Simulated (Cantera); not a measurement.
Input: 1 mol B, 0.087 mol H₂O, 5.7 mol H₂, 27 mol N₂, equilibrated at 13.3 mbar.

Cantera equilibrium calculation (NASA polynomials, part measured and part estimated; ideal gas, pure solids and liquids). Candidate condensed phases: B, BN, B₂O₃, B₃O₃H₃, H₂O; 39 gas species. N₂ is the only nitrogen source here; it is nearly inert below about 1500 K, so the nitride shown seldom forms there in practice. The tables' values for BH₂ are old estimates; treat these amounts as uncertain. The numbers say what is thermodynamically allowed, not how fast it happens.

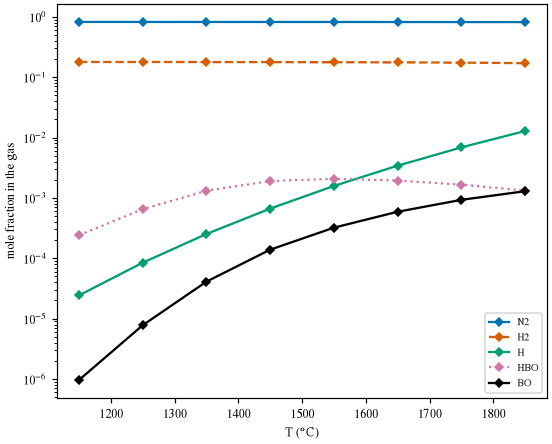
Figure: Equilibrium gas composition (values under 1e-9 drawn at 1e-9)

From 1150 °C to 1850 °C the condensed part is BN(s). The main B-bearing gas is HBO₂ at 1150 °C and HBO at 1850 °C. The share of B in condensed phases is highest at 1150 °C (95.4 %) and lowest at 1850 °C (91.1 %).
